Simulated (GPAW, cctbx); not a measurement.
# Sn2IrN2: deformation density and structure factors from DFT

Aim: compute the bonding part of the density of Sn2IrN2, find which reflections carry it, and see how it biases an ordinary refinement.

The cell comes from substitution in a known structure type and wasn't matched to any measured phase. All numbers below are calculated.

**1. Relax the structure**

The density hangs on the geometry, so cell and atoms are relaxed first, with the symmetry held. The cutoff is set higher than for the density because stress converges slowly with plane waves.

Settings: GPAW 26.7.0, PBE, 900 eV, 4×3×3 k-points (along the axes of the calculation cell), Fermi–Dirac width 0.05 eV, BFGS to 0.03 eV/Å.

```text
cell
1.0
     0.000000000    0.000000000    3.389000000
     6.125000000    0.000000000    0.000000000
     0.000000000    6.125000000    0.000000000
Ir Sn N
2 4 4
Direct
0.000000000 0.500000000 0.500000000
0.000000000 0.000000000 0.000000000
0.500000000 0.678300000 0.821700000
0.500000000 0.821700000 0.321700000
0.500000000 0.321700000 0.178300000
0.500000000 0.178300000 0.678300000
0.000000000 0.896600000 0.603400000
0.000000000 0.603400000 0.103400000
0.000000000 0.103400000 0.396600000
0.000000000 0.396600000 0.896600000
```

```console
$ OMP_NUM_THREADS=1 mpirun -n 4 gpaw python run.py > gpaw.log
```

```text
BFGS:    0      -54.866781        2.263741
BFGS:    1      -55.181156        2.081771
BFGS:    2      -56.538905        1.609992
BFGS:    3      -57.507442        1.291372
...
BFGS:   22      -59.653563        0.043727
BFGS:   23      -59.654491        0.042238
BFGS:   24      -59.655481        0.023418
cell  3.6813 6.4052 6.4052  90.00 90.00 90.00
volume 151.034 A^3, largest force 0.016 eV/A, largest stress 0.21 GPa
```

The cell moved far, while the k-mesh and basis were chosen for the start, so the final shape may be somewhat biased.

After 24 steps the volume has changed by +18.8 % and the energy by -4.789 eV; the largest stress left is 0.21 GPa. It took 15 min on 4 cores of Intel(R) Xeon(R) Platinum 8488C (Sapphire Rapids) (shared host), peak memory 1.7 GiB.

Relaxed structure: P4/mbm (no. 127), a = 6.4052 Å, b = 6.4052 Å, c = 3.6813 Å, α = 90.00°, β = 90.00°, γ = 90.00°.

| atom | mult. | x | y | z |
| --- | --- | --- | --- | --- |
| Ir1 | 2 | 1/2 | 1/2 | 0 |
| Sn1 | 4 | 0.6577 | 0.8423 | 1/2 |
| N1 | 4 | 0.7809 | 0.7191 | 0 |

**2. Density and charge transfer**

X-rays see the whole electron density, so the PAW density is rebuilt with its core regions. Subtracting spherical free atoms from the same code cancels the cores and leaves the deformation density Δρ, the part due to bonding.

Settings: PBE, 550 eV, 5×3×3 k-points (along the axes of the calculation cell), Fermi–Dirac width 0.05 eV; primitive cell of 10 atoms.

```console
$ OMP_NUM_THREADS=1 mpirun -n 4 gpaw python run.py > gpaw.log
```

```text
|iter:   1|       0s |  -63.511916 | +0.33 |       |
|iter:   2|       2s |  -61.799067 | -1.20 | -1.08 |
|iter:   3|       4s |  -58.353368 | -0.65 | -1.15 |
...
|iter:  11|      14s |  -58.302656c| -6.51 | -4.27c|
|iter:  12|      16s |  -58.302656c| -7.37 | -4.88c|
|iter:  13|      16s |  -58.302656c| -7.88c| -5.35c|
```

```text
grid (40, 70, 70)  electrons 382.000  moved by bonding 2.445 e
deformation density beyond 0.5 A of the nuclei: max 0.344, min -0.522 e/A^3
atom        x       y       z   Voronoi charge  moment
Ir1    0.0000  0.5000  0.5000     -0.035       0.00
Ir2    0.0000  0.0000  0.0000     -0.035       0.00
Sn3    0.5000  0.6577  0.8423      0.337       0.00
Sn4    0.5000  0.8423  0.3423      0.337       0.00
Sn5    0.5000  0.3423  0.1577      0.337       0.00
Sn6    0.5000  0.1577  0.6577      0.337       0.00
N 7    0.0000  0.7809  0.7191     -0.320       0.00
N 8    0.0000  0.7191  0.2191     -0.320       0.00
N 9    0.0000  0.2191  0.2809     -0.320       0.00
N 10   0.0000  0.2809  0.7809     -0.320       0.00
mean inner potential of superposed free atoms 24.017 V
total magnetic moment 0.000 muB
```

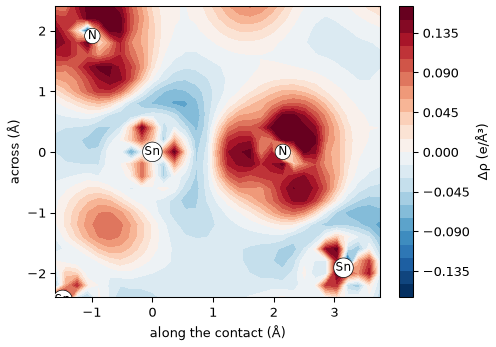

Deformation density in a plane through the shortest contact of the Sn atom at the origin; red gains electrons, blue loses them.

N gains most (-0.32 e) and Sn loses most (+0.34 e), as electronegativity suggests. Such charges fall far short of formal ones, since overlapping free atoms already put density on their neighbours. Along the shortest contact from the Sn atom at the map's origin, Sn–N at 2.15 Å, Δρ is +0.06 e/Å³ at the midpoint and highest, +0.16, 1.60 Å from Sn (points within 0.5 Å of a nucleus left out): little sits at the middle, as in a polar contact, whose build-up shifts to the more electronegative atom. At the midpoints of other shortest contacts it is -0.04 (Ir–N, 2.28 Å), +0.09 (Sn–Sn, 2.86 Å), 0.00 (Ir–Sn, 3.04 Å) and -0.02 (N–N, 3.23 Å) e/Å³. Point values carry grid noise of about 0.01 e/Å³. The run needed 13 iterations, 28 s.

**3. Structure factors**

The Fourier components of Δρ, added to those of the free atoms, give the static X-ray structure factors; the Mott–Bethe relation turns them into the Fourier components V of the potential that fast electrons feel.

```text
static structure factors of the conventional cell: F in electrons, V (Mott-Bethe) in volts
   h  k  l      d  |F| table  |F| free   |F| DFT   change   |V| free  |V| DFT  change %
   1  1  0  4.5292    88.375    88.383    88.632    0.249     2.784    2.629     -5.6
   0  0  1  3.6813    13.818    14.039    12.672   -1.368     1.629    2.191     34.5
   2  0  0  3.2026    49.177    49.209    48.827   -0.383     0.287    0.167    -41.6
   2  1  0  2.8645   120.878   120.939   120.410   -0.529     5.487    5.618      2.4
   1  1  1  2.8567   183.775   183.689   183.735    0.046     7.273    7.262     -0.2
   2  0  1  2.4162   176.512   176.420   175.411   -1.009     5.575    5.754      3.2
   2  2  0  2.2646   166.588   166.384   167.302    0.917     6.760    6.617     -2.1
   2  1  1  2.2607   126.170   126.126   126.359    0.233     5.842    5.806     -0.6
   3  1  0  2.0255   206.205   206.013   206.187    0.174     7.349    7.327     -0.3
   2  2  1  1.9288   110.539   110.383   110.589    0.206     4.038    4.014     -0.6
   0  0  2  1.8406   278.884   278.655   278.485   -0.169    10.626   10.643      0.2
   3  2  0  1.7765    26.496    26.483    26.345   -0.138     1.279    1.293      1.0
   3  1  1  1.7746    42.326    42.229    42.440    0.210     0.639    0.619     -3.1
   1  1  2  1.7052    73.760    73.653    73.191   -0.462     1.694    1.735      2.4
```

The largest X-ray change is -1.37 e on 001, 9.7 % of |F|. For electrons V goes as (Z − F)/g², so a change of F counts against Z − F, which is small at low angle and wherever the atoms' terms cancel: |V| of 200 moves by -41.6 % (0.29 to 0.17 V) against -0.8 % in |F|. The last three rows still change by up to 0.46 e; the table stops while the angles are still low. The tabulated Hartree–Fock atoms differ from the free DFT atoms by up to 0.23 e, so the choice of reference atom matters too.

**4. Which functional?**

The same geometry is run with other functionals, to see whether the bonding signal is larger than the spread between approximations. Free atoms are LDA for LDA and PBE otherwise. Any other changed setting is in the row's label.

```csv
run,ΔF 001 (e),ΔF 201 (e),ΔF 220 (e),q(N) (e),moved (e),time
PBE,-1.368,-1.009,+0.917,-0.320,2.445,28 s
LDA,-1.347,-0.962,+0.861,-0.308,2.331,23 s
revPBE,-1.384,-1.013,+0.934,-0.324,2.505,27 s
```

At the base's settings ΔF(001) spans -1.384 to -1.347 e, a spread of 3 % of the PBE value; over the three listed reflections the spread is at most 8 %, so sign and size hold across the functionals. Times are from shared hosts.

**5. Refining ordinary atoms against data with bonding**

Routine crystallography fits spherical atoms. To see the bias, intensities are simulated from tabulated atoms plus the DFT change ΔF, so that bonding alone can misfit (6572 reflections of the full sphere, merged to the counts below, to 0.45 Å, 1.5 % proportional noise plus counting noise, assumed isotropic U as listed, Δρ smeared by the mean U) and refined with cctbx over different ranges.

| range | data | R1 | GooF | U Ir1 (true 0.0042) | U Sn1 (true 0.005) | U N1 (true 0.0092) | largest shift (Å) | Δρ max, min (e/Å³) |
| --- | --- | --- | --- | --- | --- | --- | --- | --- |
| all data | 511 | 0.0040 | 1.00 | 0.0042 | 0.0050 | 0.0093 | 0.0012 | 0.45, -0.60 |
| low resolution, d > 0.84 | 90 | 0.0036 | 1.12 | 0.0043 | 0.0050 | 0.0097 | 0.0056 | 0.24, -0.24 |
| high order, d < 0.75 | 391 | 0.0041 | 0.97 | 0.0042 | 0.0050 | 0.0092 | 0.0005 | 0.34, -0.40 |
| occupancies free, d > 0.7 | 147 | 0.0035 | 1.06 | 0.0042 | 0.0050 | 0.0107 | 0.0023 | 0.28, -0.30 |

With all data GooF is 1.00, so at this noise the bonding hardly shows; the top residual peak, near noise level, lies 0.55 Å from N and 2.07 Å from Ir. No U is off by more than 3 s.u. at low resolution. With Ir1 held at 1 and the scale free, the other occupancies refine to Sn1 1.000(0.001) and N1 1.028(0.010), within three s.u. of full.

**6. Answer**

Bonding moves 2.44 e in the primitive cell of Sn2IrN2 and changes the structure factors of the conventional cell in the table above by at most 1.37 e (001, 9.7 %). The shortest bond, Sn–N, has Δρ = +0.06 e/Å³ at its midpoint, low for a shared bond; with the charge transfer this is a polar contact. At the base's settings ΔF(001) spans -1.384 to -1.347 e, a spread of 3 % of the PBE value; over the three listed reflections the spread is at most 8 %, so sign and size hold across the functionals. With all data GooF is 1.00, so at this noise the bonding hardly shows. Limits: static density, frozen cores, no spin–orbit coupling.

[Outputs are excerpts: Python notices, other lines and further rows are left out; steps that failed or that the build refused (PBEsol, TPSS) are not shown.]

[Logs are printed without paths, hosts, clocks, repeated set-up lines and the standing remarks that a program may print on its own settings, such as how far it seeks lower states.]
